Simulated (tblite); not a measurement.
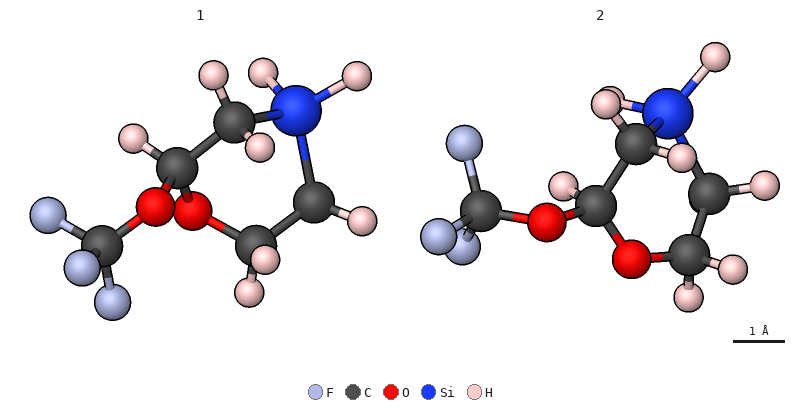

Two geometries of C₅H₉F₃O₂Si, drawn at one scale. One is the start of a relaxation, the other its converged end. The picture is a ball-and-stick view, seen at a tilt.

These are results of GFN2-xTB geometry optimisation, gas phase (tblite), not measurements. 

Which one is relaxed?

Answer. Structure 1 is the relaxed one. After 187 geometry steps the energy has fallen by 154.6 kJ/mol. An F atom moves most after the best rigid fit: 1.58 Å. Largest moves by element: F 1.58 Å, O 1.51 Å, H 1.38 Å, C 0.88 Å, Si 0.56 Å. Among the contacts that change: C–O 1.325 → 1.429 Å, C–F 1.409 → 1.334 Å, C–O 1.380 → 1.315 Å, C–C 1.475 → 1.528 Å. Among the angles between lasting bonds that change: C–C–O 123.0° → 110.9°, C–O–C 124.8° → 115.7°, Si–C–H 104.4° → 112.9°. Groups turn about C–O by about 85°, C–O by about 65°, C–O by about 60°.
